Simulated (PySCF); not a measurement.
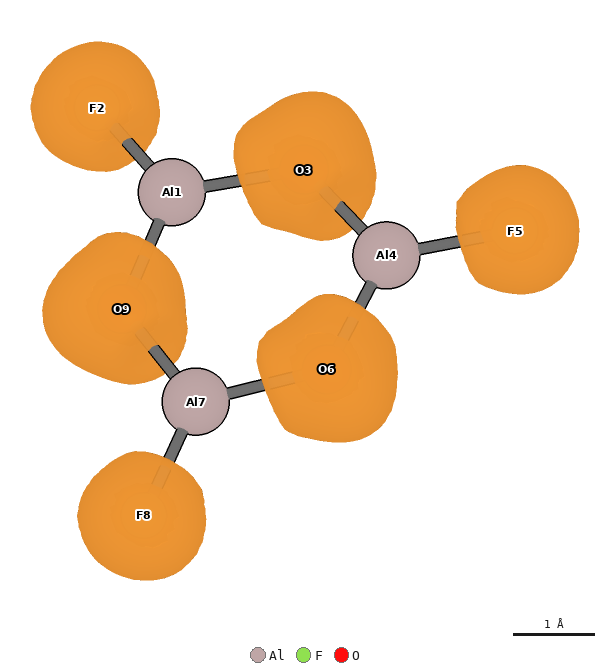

Al3F3O3. Isosurface of the ELF at 0.75 (orange), seen at a tilt. Core shells and regions of very low density are left out.

Geometry: PBE0-D3(BJ)/def2-SVP.

Theory: PBE0/pcSseg-1 Al:pcSseg-2, SCF density, gas phase, non-relativistic in PySCF.

Input

```
{"job": {"kind": "nmr", "xc": "PBE0", "basis": {"default": "pcSseg-1", "Al": "pcSseg-2"}}, "charge": 0, "multiplicity": 1}
Al     0.557649    -0.575990     1.549069
F      1.074843    -1.161685     3.001443
O     -1.092035    -0.395009     1.171818
Al    -1.690310     0.149933    -0.325078
F     -3.304319     0.256026    -0.647445
O     -0.503161     0.561455    -1.471992
Al     1.174528     0.429019    -1.222947
F      2.274218     0.795958    -2.395925
O      1.641327    -0.129146     0.315398
```

Launched as:

```sh
OMP_NUM_THREADS=1 python probes_run.py task.json out
```

Q: What do the ELF domains correspond to?

A: The surface consists of three regions wrapped around F (the valence shell of each) and three regions wrapped around O (the valence shell of each). Profiles from the grid: Al–F (1.65 Å): the ELF peaks at about 0.85 in the valence shell of F, 0.5 Å from its nucleus, and is about 0.35 at the midpoint. Al–O (1.70 Å): the ELF peaks at about 0.85 in the valence shell of O, 0.6 Å from its nucleus, and is about 0.50 at the midpoint.
